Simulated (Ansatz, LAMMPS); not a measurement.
# An extra electron or hole in amorphous 32Ga2O3-68GeO2 (mol %) (69 atoms), part 2 of 3

Does an extra electron or hole in amorphous 32Ga2O3-68GeO2 (mol %) (69 atoms) stay spread out, or do the atoms trap it?

Ansatz 0.2.0; Kohn-Sham DFT, PBE, PAW (set soft_1), plane waves.

The cell: 12 Ga, 13 Ge and 44 O. The quench rate of 20 K/ps is orders of magnitude faster than experiment. The starting topology of bonds comes from the classical model. The Brillouin zone is sampled at Γ only, in a cell whose shortest periodic width is 10 Å.

So far. Step 2 (Single point at the start): The r.m.s. force at the start is 0.80 eV/Å. Step 3 (Relaxation): The relaxation converged after 14 steps, 5.80 eV below its start, with a largest force component of 0.039 eV/Å.

## Step 4: Single point at the relaxed geometry

The electronic structure is read at the final geometry, in a run of its own.

The input, input.yaml:

```yaml
crystal:
  lattice:
    - [10.3277, 0.0, 0.0]
    - [0.0, 10.3277, 0.0]
    - [0.0, 0.0, 10.3277]
  atoms:
    - { symbol: Ga, position: [0.31675, 0.82156, 0.88505] }
    - { symbol: Ga, position: [0.31051, 0.69947, 0.15666] }
    - { symbol: Ga, position: [0.3049, 0.09834, 0.09262] }
    - { symbol: Ga, position: [0.10296, 0.6315, 0.89347] }
    - { symbol: Ga, position: [0.33819, 0.90504, 0.63885] }
    - { symbol: Ga, position: [0.56302, 0.94093, 0.08136] }
    [... 57 atom lines left out ...]
    - { symbol: O, position: [0.24469, 0.94931, 0.77998] }
    - { symbol: O, position: [0.4764, 0.44846, 0.94665] }
    - { symbol: O, position: [0.30328, 0.23749, 0.98509] }
    - { symbol: O, position: [0.46272, 0.62754, 0.29652] }
    - { symbol: O, position: [0.74551, 0.65316, 0.33083] }
    - { symbol: O, position: [0.56843, 0.72556, 0.52747] }
kpoints:
  mp_grid: { grid: [1, 1, 1] }
hamiltonian:
  xc: pbe
  pseudopotentials: { kind: paw, azcp: { folder: soft_1 } }
scf:
  occupations: { method: fermi_dirac, width: 0.05 }
output:
  forces: true
  stress: true
  populations: true
  dos:
    method: { smearing: { sigma: 0.15 } }
    de: 0.1
    projected: { site_lists: { Ga: [Ga], Ge: [Ge], O: [O] } }
  eigenvalues: true
  write_density: true
  write_potential: true
  volumetric_format: npy
```

On the command line:

```console
$ ansatz run input.yaml --threads 4 --pin off --max-ram 8192MiB --backend cpu --events-out ev --progress --plain --runs-dir out
```

Numbers of over 12 decimals in the logs are rounded to 6 here.

The log of the run:

```text
[...]
Crystal: 69 atoms, lattice volume = 1101.567 Å³
Basis set: ecut = 420 eV, 21559 PW (Γ), exchange–correlation on 144×144×144 points (8 copies of the dense FFT grid, shifted against one another)
Bands: 370, of which v1, the nominal top of the filled ones, is band 301 counted from 1 (300 counted from 0)
Symmetry: 1 space group operations
[...]
k-points: 1
[...]
SCF iter   1: F=—  HF=-126218.306255 eV  |F-HF|=—  |Δ(HF+E_count)|=         —  Δρ=9.56e-2  dr2=6.78e1  ethr=3.10e-3  ⟨swp⟩=6.0  Hψ=1503  notcnv=0
[...]
SCF iter  14: F=-126196.661565 eV  HF=-126196.661565 eV  |F-HF|=3.87e-8  |Δ(HF+E_count)|=   1.40e-7  Δρ=2.78e-6  dr2=9.67e-8  ethr=1.66e-11  ⟨swp⟩=15.0  Hψ=3114  notcnv=0
SCF 1 converged in 14 iterations: F = -126196.661565 eV  dr2 = 9.67e-8
[...]
WARN: The output density's exchange-correlation potential varies sharply where the density is thin. Do not read a vacuum level from v_tot or v_xc, or from such a field of the output density. On a cell that repeats whose density bears no net charge and no dipole along the vacuum's axis use v_es (v_loc + v_h of the components); [...]
SCF converged after 14 iterations
Free energy (F): -126196.661565 eV
[...]
Internal energy: -126196.661311 eV  (E = F + TS)
E sigma→0 (E₀):  -126196.661438 eV
Entropy (-TS):   -0.000255 eV (-0.004 meV/atom)
Fermi energy:    4.242224 eV
[...]
--- Forces (eV/Å), atoms counted from 1 ---
  atom   1  Ga     0.01797242     0.00587646     0.00428242
  atom   2  Ga     0.01780994     0.00471208    -0.00925329
  atom   3  Ga     0.00163775    -0.00738768    -0.00692632
  atom   4  Ga    -0.00510616    -0.00431539     0.00948264
  atom   5  Ga     0.02081210    -0.01330134    -0.01317009
  atom   6  Ga     0.00625070    -0.01519376    -0.01653291
  atom   7  Ga     0.00173290    -0.00142447    -0.00891387
  atom   8  Ga     0.00939789     0.00391502    -0.00619580
  atom   9  Ga    -0.00906672    -0.00160049    -0.00197352
  atom  10  Ga     0.02520940     0.01986172    -0.00539341
  atom  11  Ga     0.01507291    -0.00166679     0.00068730
  atom  12  Ga    -0.00932865     0.00085963    -0.00892680
  atom  13  Ge     0.00910879     0.00965521    -0.00798388
  atom  14  Ge     0.00566508     0.01428569    -0.00367564
[...]
atom  68  O     -0.00357411    -0.00382944    -0.00149998
  atom  69  O     -0.01035828     0.01261322     0.00293230
  max |Σ_I F_I| component: 3.14e-5 eV/Å
--- Stress (GPa, compression-positive) ---
       -3.705015      -0.791010       0.687783
       -0.791010      -3.089888       0.631106
        0.687783       0.631106      -2.108563
  P = ⅓ Tr σ = -2.9678 GPa (-29.678 kbar)
--- Band table (eV) ---
[...]
--- Löwdin populations: 69 sites ---
  site symbol       q [e]
     0     Ga     11.9635
     1     Ga     11.9060
     2     Ga     11.8881
[...]
68      O      6.6773
  spilling = 0.004773 (of n_electrons = 602.000000)
```

It took 19 s on 4 threads of Arm Neoverse V2, shared host; peak memory 1.5 GiB; 73 s of CPU time.

The program notes that the exchange-correlation potential is rough where the density is thin.

The run gave:

```
free energy                                      : -126196.6616 eV
free energy per atom                             : -1828.9371 eV/atom
SCF cycles                                       : 14
pressure                                         : -2.968 GPa
r.m.s. force component                           : 0.00881 eV/Å
longest force                                    : 0.04458 eV/Å
Fermi energy                                     : 4.242 eV
gap (highest filled to lowest empty level) : 0.8965 eV
spilling of the projection                       : 0.004773
```

Löwdin charges by element and coordination (they lack the spilled electrons, 0.042 e an atom on average):

| element | coordination | atoms | mean charge (e) | spread | least | most |
| --- | --- | --- | --- | --- | --- | --- |
| Ga | all | 12 | 1.09 | 0.0244 | 1.04 | 1.12 |
| Ga | 4 | 5 | 1.10 | 0.0236 | 1.05 | 1.12 |
| Ga | 5 | 6 | 1.09 | 0.0139 | 1.06 | 1.10 |
| Ga | 6 | 1 | 1.04 | 0 | 1.04 | 1.04 |
| Ge | all | 13 | 1.51 | 0.0213 | 1.47 | 1.55 |
| O | all | 44 | -0.676 | 0.0161 | -0.720 | -0.642 |
| O | 2 | 25 | -0.680 | 0.0177 | -0.720 | -0.660 |
| O | 3 | 18 | -0.671 | 0.0121 | -0.690 | -0.642 |
| O | 4 | 1 | -0.671 | 0 | -0.671 | -0.671 |

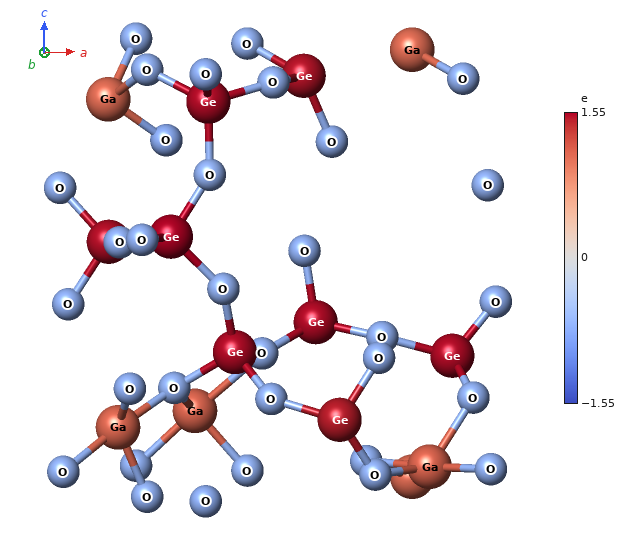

Atoms coloured by Löwdin charge. Drawn is a slice 6 Å thick, seen along the normal of the ac plane. Bonds to atoms that aren't drawn are left out.

Density of states as counts of states in windows of 1 eV (from the Fermi level), total and the larger projections:

| from (eV) | to (eV) | total | O p | O s | Ga d |
| --- | --- | --- | --- | --- | --- |
| -18 | -17 | 11.7 | 0.1 | 8.4 | 1.2 |
| -17 | -16 | 0.2 | 0.0 | 0.2 | 0.0 |
| -16 | -15 | 10.2 | 0.1 | 0.1 | 10.0 |
| -15 | -14 | 75.3 | 0.9 | 1.1 | 72.7 |
| -14 | -13 | 33.5 | 0.4 | 1.5 | 31.2 |
| -13 | -12 | 0.9 | 0.0 | 0.1 | 0.7 |
| -12 | -11 | 0.0 | 0.0 | 0.0 | 0.0 |
| -11 | -10 | 4.8 | 2.4 | 0.3 | 0.0 |
| -10 | -9 | 7.6 | 3.9 | 0.5 | 0.1 |
| -9 | -8 | 10.8 | 6.1 | 0.7 | 0.1 |
| -8 | -7 | 16.0 | 10.1 | 0.7 | 0.1 |
| -7 | -6 | 22.4 | 15.7 | 0.6 | 0.1 |
| -6 | -5 | 25.2 | 18.6 | 0.7 | 0.2 |
| -5 | -4 | 35.9 | 28.6 | 1.2 | 0.2 |
| -4 | -3 | 48.2 | 42.9 | 1.0 | 0.2 |
| -3 | -2 | 64.9 | 61.4 | 0.6 | 0.2 |
| -2 | -1 | 25.0 | 23.9 | 0.2 | 0.1 |
| -1 | 0 | 3.2 | 3.0 | 0.0 | 0.0 |
| 0 | 1 | 2.0 | 0.4 | 0.4 | 0.0 |
| 1 | 2 | 0.0 | 0.0 | 0.0 | 0.0 |
| 2 | 3 | 11.9 | 3.3 | 1.8 | 0.0 |
| 3 | 4 | 11.7 | 3.2 | 1.5 | 0.0 |
| 4 | 5 | 15.3 | 4.2 | 1.4 | 0.0 |

Between -26 and -18 eV lie 203 more states.

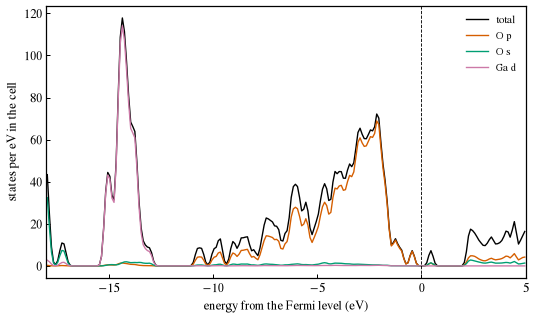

Total and projected density of states, with the broadening of the input.

The levels nearest the highest filled one (over half full), pooled over k-points and spins:

| level less the highest filled one (eV) | occupation |
| --- | --- |
| -1.17 | 2 |
| -1.15 | 2 |
| -0.872 | 2 |
| -0.755 | 2 |
| -0.528 | 2 |
| 0 | 2 |
| 0.896 | 0 |
| 2.71 | 0 |
| 2.78 | 0 |
| 2.91 | 0 |
| 3.03 | 0 |
| 3.17 | 0 |

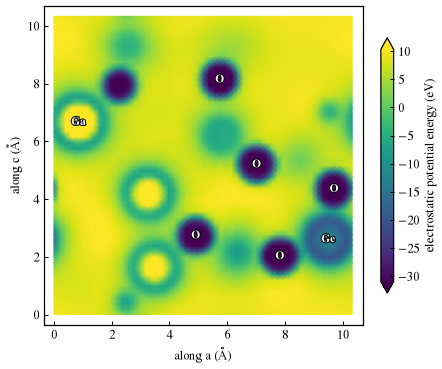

Electrostatic potential energy in the ac plane at fractional y = 0.861, with atoms of Ga and Ge and O within 0.2 Å of it. With pseudopotentials it is smooth inside the atoms' cores, unlike the true potential. The map starts off the cell's origin, so that atoms lie inside it.

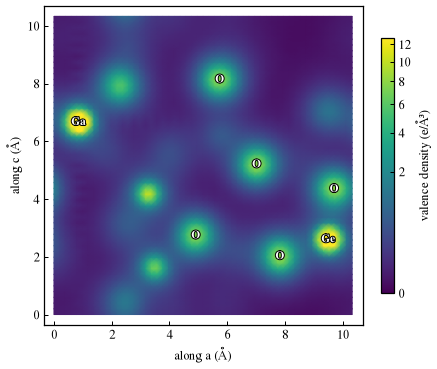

Valence density in the ac plane at fractional y = 0.861, with atoms of Ga and Ge and O within 0.2 Å of it. It is the smooth field of the valence electrons, not physical close to the nuclei. The map starts off the cell's origin, so that atoms lie inside it. The colour scale is stretched toward low values.

Filled and empty levels are parted by 0.896 eV (at Γ alone); a semilocal functional tends to put such gaps too low. In a disordered cell it changes from sample to sample, and tail or defect levels can set it. Mean Löwdin charges: Ga +1.09, Ge +1.51, O -0.68 e (they miss 0.48 % of the electrons, so they add up to more than the cell's charge).

## Step 5: An extra electron, atoms held

The electron count changes by one with the atoms held: a vertical process, on a uniform background, with spin and a narrow Fermi–Dirac smearing. Its energy against the neutral cell hangs on the program's zero of potential.

The input, input.yaml:

```yaml
crystal:
  lattice:
    - [10.3277, 0.0, 0.0]
    - [0.0, 10.3277, 0.0]
    - [0.0, 0.0, 10.3277]
  atoms:
    [... the 69 atom lines of step 4 ...]
total_charge: -1
kpoints:
  mp_grid: { grid: [1, 1, 1] }
hamiltonian:
  xc: pbe
  pseudopotentials: { kind: paw, azcp: { folder: soft_1 } }
scf:
  occupations: { method: fermi_dirac, width: 0.01 }
  lower_state_search: "off"
output:
  forces: true
  stress: true
  populations: true
  dos:
    method: { smearing: { sigma: 0.1 } }
    de: 0.1
    projected: { site_lists: { Ga: [Ga], Ge: [Ge], O: [O] } }
  eigenvalues: true
  write_density: true
  write_potential: true
  volumetric_format: npy
magnetization:
  spin_polarized: true
  initial_magnetization: 1
```

The log of the run:

```text
[...]
Crystal: 69 atoms, lattice volume = 1101.567 Å³
Basis set: ecut = 420 eV, 21559 PW (Γ), exchange–correlation on 144×144×144 points (8 copies of the dense FFT grid, shifted against one another)
Bands: 371, of which v1, the nominal top of the filled ones, is band 302 counted from 1 (301 counted from 0)
Symmetry: 1 space group operations
[...]
k-points: 1
[...]
Starting moments: Σ|m| = 1 μB on 69 of 69 sites
[...]
SCF iter   1: F=—  HF=-126210.655749 eV  |F-HF|=—  |Δ(HF+E_count)|=         —  Δρ=4.64e-2 (↑4.41e-2 ↓4.64e-2)  dr2=6.25e1  dr2_m=2.51e-2  M=1.000 μB ∫|m|=1.080 μB  β_m=1.00  ethr=3.10e-3  ⟨swp⟩=6.0  Hψ=2996  notcnv=0
[...]
spin=Collinear: Resta preconditioning applied to the charge; magnetization (m = ρ↑ − ρ↓) channel mixes plain (no charge-response kernel on spin).
SCF iter   2: F=—  HF=-126198.683875 eV  |F-HF|=—  |Δ(HF+E_count)|=         —  Δρ=2.83e-2 (↑2.82e-2 ↓2.83e-2)  dr2=2.28e1  dr2_m=1.25e-3  M=0.788 μB ∫|m|=0.904 μB  β_m=0.30  ethr=3.10e-3  ⟨swp⟩=3.0  Hψ=1341  notcnv=0  defer=126
[...]
SCF iter   8: F=—  HF=-126191.956753 eV  |F-HF|=—  |Δ(HF+E_count)|=   9.45e-4  Δρ=2.04e-4 (↑2.04e-4 ↓1.83e-4)  dr2=1.27e-3  dr2_m=1.69e-4  M=0.704 μB ∫|m|=0.811 μB  β_m=0.30  ethr=9.41e-7  ⟨swp⟩=2.0  Hψ=1230  notcnv=0  defer=127
[...]
spin-set hold released at iteration 8 (site moments contracting): the magnetisation degrees of freedom join the quasi-Newton model from the next iteration; the mixer history was flushed
SCF iter   9: F=—  HF=-126191.957315 eV  |F-HF|=—  |Δ(HF+E_count)|=   5.61e-4  Δρ=1.51e-4 (↑1.51e-4 ↓1.33e-4)  dr2=7.20e-4  dr2_m=9.50e-5  M=0.704 μB ∫|m|=0.812 μB  β_m=0.65  ethr=2.11e-7  ⟨swp⟩=1.5  Hψ=616  notcnv=0  defer=127
[...]
SCF iter  18: F=-126191.959106 eV  HF=-126191.959106 eV  |F-HF|=1.31e-10  |Δ(HF+E_count)|=   1.22e-9  Δρ=2.66e-7 (↑2.66e-7 ↓2.18e-7)  dr2=1.31e-9  dr2_m=3.53e-10  M=0.710 μB ∫|m|=0.819 μB  ethr=1.57e-12  ⟨swp⟩=5.5  Hψ=3670  notcnv=0
SCF 1 converged in 18 iterations: F = -126191.959106 eV  dr2 = 1.31e-9
[...]
SCF converged after 18 iterations
Magnetization: 0.7097 μB (301.8549 up, 301.1451 down)
Absolute magnetization: 0.7602 μB (∫|ρ↑−ρ↓|, with the PAW one-centre terms)
[...]
Per-site moments (μB) at R_I (Å): [(0.00218146, 0.768633), (0.00745952, 0.784523), (0.00334298, 0.749210), (0.00212196, 0.750401), (0.00106695, 0.745467), [...]
Free energy (F): -126191.959106 eV
[...]
Internal energy: -126191.950822 eV  (E = F + TS)
E sigma→0 (E₀):  -126191.954964 eV
Entropy (-TS):   -0.008284 eV (-0.120 meV/atom)
Fermi energy:    4.741967 eV
[...]
--- Forces (eV/Å), atoms counted from 1 ---
  atom   1  Ga     0.03331553    -0.03955213     0.10434622
  atom   2  Ga     0.08722798    -0.04435206     0.06390327
  atom   3  Ga    -0.05282976    -0.03391216     0.01085866
  atom   4  Ga     0.02888461     0.00072548     0.06443290
  atom   5  Ga    -0.00508392    -0.05404135    -0.00435658
  atom   6  Ga    -0.00597354    -0.06848055     0.06187980
  atom   7  Ga     0.00466213    -0.05820820    -0.11558340
  atom   8  Ga     0.01847420     0.06642870     0.03711218
  atom   9  Ga     0.02713602     0.11050548     0.06745458
  atom  10  Ga     0.00388603     0.01443478     0.01002248
  atom  11  Ga     0.00442237    -0.05285125    -0.11426388
  atom  12  Ga    -0.00609782    -0.03731072     0.07498005
  atom  13  Ge     0.11240306    -0.01741499    -0.09097112
  atom  14  Ge     0.02163521     0.09905054    -0.02046185
[...]
atom  68  O      0.03813560    -0.05757283     0.03454037
  atom  69  O     -0.00856655     0.02557105     0.23406424
  max |Σ_I F_I| component: 2.05e-6 eV/Å
--- Stress (GPa, compression-positive) ---
       -2.825850      -0.733024       0.580296
       -0.733024      -2.236130       0.521768
        0.580296       0.521768      -1.350338
  P = ⅓ Tr σ = -2.1374 GPa (-21.374 kbar)
--- Band table (eV) ---
[...]
--- Löwdin populations: 69 sites ---
  site symbol       q [e]    m [muB]
     0     Ga     11.9843     0.0133
     1     Ga     11.9458     0.0338
     2     Ga     11.9163     0.0197
[...]
68      O      6.6861     0.0081
  spilling = 0.004791 (of n_electrons = 603.000000)
```

The job ended after 50 s (4 threads; peak memory 2.4 GiB; 3.3 min of CPU time).

An extra electron, atoms held: the energy stands 4.70 eV above that of the reference, with a moment of 0.71 μB.

The levels nearest the highest filled one (over half full), pooled over k-points and spins:

| level less the highest filled one (eV) | occupation |
| --- | --- |
| -1.45 | 1 |
| -0.940 | 1 |
| -0.934 | 1 |
| 0 | 0.855 |
| 0.0355 | 0.145 |
| 1.85 | 0 |
| 1.88 | 0 |
| 1.89 | 0 |

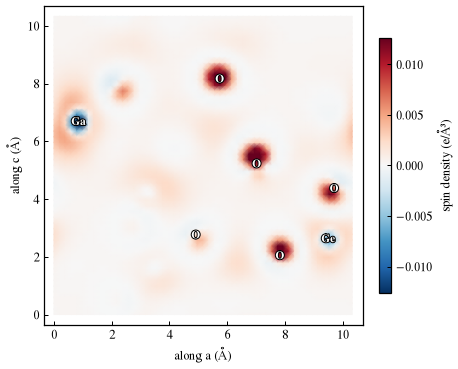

Spin density in the ac plane at fractional y = 0.861, with atoms of Ga and Ge and O within 0.2 Å of it. The map starts off the cell's origin, so that atoms lie inside it.

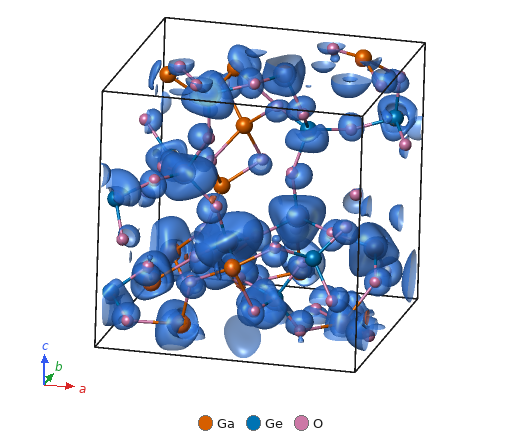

Surfaces of spin density = ±0.0023 e/Å³, which hold about 50 % of the integral of its size. The two colours are the two signs. Bonds to atoms that aren't drawn are left out.

## Step 6: An extra electron, atoms relaxed

The atoms now respond to the charge; the energy gained comes from screening by the atoms, from trapping if the charge localises, and from any strain left in the reference.

input.yaml, the sections that differ from step 5:

```yaml
output:
  forces: true
relax:
  f_tol: 0.05
  max_steps: 90
# crystal, total_charge, kpoints, hamiltonian, scf, magnetization: as in step 5
```

The log of the run:

```text
[...]
Crystal: 69 atoms, lattice volume = 1101.567 Å³
Basis set: ecut = 420 eV, 21559 PW (Γ), exchange–correlation on 144×144×144 points (8 copies of the dense FFT grid, shifted against one another)
Bands: 371, of which v1, the nominal top of the filled ones, is band 302 counted from 1 (301 counted from 0)
Symmetry: 1 space group operations
[...]
k-points: 1
[...]
Starting moments: Σ|m| = 1 μB on 69 of 69 sites
[...]
SCF iter   1: F=—  HF=-126210.655749 eV  |F-HF|=—  |Δ(HF+E_count)|=         —  Δρ=4.64e-2 (↑4.41e-2 ↓4.64e-2)  dr2=6.25e1  dr2_m=2.51e-2  M=1.000 μB ∫|m|=1.080 μB  β_m=1.00  ethr=3.10e-3  ⟨swp⟩=6.0  Hψ=2996  notcnv=0
[...]
SCF iter   2: F=—  HF=-126198.683872 eV  |F-HF|=—  |Δ(HF+E_count)|=         —  Δρ=2.83e-2 (↑2.82e-2 ↓2.83e-2)  dr2=2.28e1  dr2_m=1.25e-3  M=0.788 μB ∫|m|=0.904 μB  β_m=0.30  ethr=3.10e-3  ⟨swp⟩=3.0  Hψ=1341  notcnv=0  defer=126
[...]
SCF iter   8: F=—  HF=-126191.957854 eV  |F-HF|=—  |Δ(HF+E_count)|=   9.48e-4  Δρ=2.04e-4 (↑2.04e-4 ↓1.83e-4)  dr2=1.27e-3  dr2_m=1.69e-4  M=0.704 μB ∫|m|=0.811 μB  β_m=0.30  ethr=9.40e-7  ⟨swp⟩=2.0  Hψ=1357  notcnv=0  defer=127
[...]
SCF iter  11: F=-126191.959087 eV  HF=-126191.959131 eV  |F-HF|=4.33e-5  |Δ(HF+E_count)|=   3.16e-5  Δρ=2.83e-5 (↑2.58e-5 ↓2.83e-5)  dr2=3.97e-5  dr2_m=2.85e-7  M=0.707 μB ∫|m|=0.815 μB  ethr=1.04e-8  ⟨swp⟩=2.0  Hψ=2113  notcnv=0
SCF 1 converged in 11 iterations: F = -126191.959087 eV  dr2 = 3.97e-5
[...]
relax step   1: F+E_penalty+E_count = -126191.95908725 eV  Δ(F+E_penalty+E_count) = +0.000e0 eV  max|allowed force component| = 2.339e-1 eV/Å  Δτ_max = 0.0000 Å  (11 SCF iters, dr2 threshold 6.25e-5 eV, accepted)
[...]
relax step   2: F+E_penalty+E_count = -126191.97361729 eV  Δ(F+E_penalty+E_count) = -1.453e-2 eV  max|allowed force component| = 1.311e-1 eV/Å  Δτ_max = 0.0134 Å  (9 SCF iters, dr2 threshold 3.42e-6 eV, accepted)
[...]
relax step   3: F+E_penalty+E_count = -126191.98206954 eV  Δ(F+E_penalty+E_count) = -8.452e-3 eV  max|allowed force component| = 4.151e-2 eV/Å  Δτ_max = 0.0156 Å  (12 SCF iters, accepted)
SCF converged after 12 iterations
Magnetization: 0.7471 μB (301.8736 up, 301.1264 down)
Absolute magnetization: 0.8009 μB (∫|ρ↑−ρ↓|, with the PAW one-centre terms)
[...]
Per-site moments (μB) at R_I (Å): [(0.00217828, 0.770311), (0.00833172, 0.787519), (0.00332493, 0.749548), (0.00210388, 0.751048), (0.00105053, 0.746276), [...]
Free energy (F): -126191.982070 eV
[...]
Internal energy: -126191.974478 eV  (E = F + TS)
E sigma→0 (E₀):  -126191.978274 eV
Entropy (-TS):   -0.007592 eV (-0.110 meV/atom)
Fermi energy:    4.699808 eV
[...]
Σ components = -126191.982070   (vs F -126191.982070, Δ=0.00e0)
--- Forces (eV/Å), atoms counted from 1 ---
  atom   1  Ga     0.01417585     0.00831877     0.00980041
  atom   2  Ga     0.01213893     0.01025704     0.02439716
  atom   3  Ga    -0.01670505     0.00647484     0.00682837
  atom   4  Ga     0.00273657    -0.01271654     0.01119656
[...]
atom  69  O     -0.01368411     0.00370457    -0.03172630
  max |Σ_I F_I| component: 7.45e-6 eV/Å
--- Relaxed structure (3 steps of the walk, 3 accepted, 0 SCFs on fresh bases) ---
  F+E_penalty+E_count = -126191.98206954 eV   max|allowed force component| = 4.151e-2 eV/Å
  atoms:
    - { symbol: Ga, position: [0.316623, 0.821796, 0.885242] }
    - { symbol: Ga, position: [0.310777, 0.699336, 0.157323] }
    - { symbol: Ga, position: [0.304389, 0.097622, 0.092387] }
    - { symbol: Ga, position: [0.103892, 0.631009, 0.893358] }
[...]
- { symbol: O, position: [0.567711, 0.726568, 0.528685] }
```

Run time: 70 s. Hardware: 4 threads; peak memory 2.3 GiB; 4.6 min of CPU time.

The relaxation converged after 3 steps, 0.0230 eV below its start, with a largest force component of 0.042 eV/Å.

An extra electron, atoms relaxed: the energy stands 4.68 eV above that of the reference, with a moment of 0.75 μB.

(Continued in part 3 of 3.)

[Logs are printed without paths, hosts, clocks, repeated set-up lines and the standing remarks that a program may print on its own settings, such as how far it seeks lower states.]

[Hosts, paths, dates, database ids (printed as entryN), source tags and the programs' standing remarks are cut or masked in the printed files.]
